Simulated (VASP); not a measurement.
Consider the following.

```
HgO
1.0
    0.00000     2.57758     2.57758
    2.57758     0.00000     2.57758
    2.57758     2.57758     0.00000
O Hg
1 1
Direct
  0.25000   0.25000   0.25000
  0.00000   0.00000   0.00000
```

The numbers are results of LDA (Ceperley-Alder, Perdew-Zunger), VASP's LDA PAW potentials (set 64) (plane waves; VASP 6.6.1), not measurements. Numerical set-up: 520 eV cut-off, 14×14×14 Γ-centred mesh, tetrahedra with Blöchl corrections, potentials O Hg.

Unless said otherwise, spin-orbit coupling is left out, though it shifts the bands of the heavy elements here.

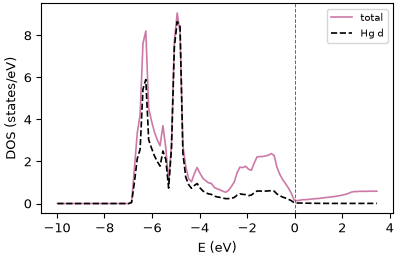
*Total and projected density of states, zero at the Fermi level*

Within 2 eV below the Fermi level the largest weight inside VASP's projection spheres is O p, then Hg d.

It has no gap at this level: it comes out as a metal or semimetal.

The structure was generated: HgO was put into the zincblende type (F-43m), which need not be its known phase. It was relaxed first, which changed the volume by +14 %.
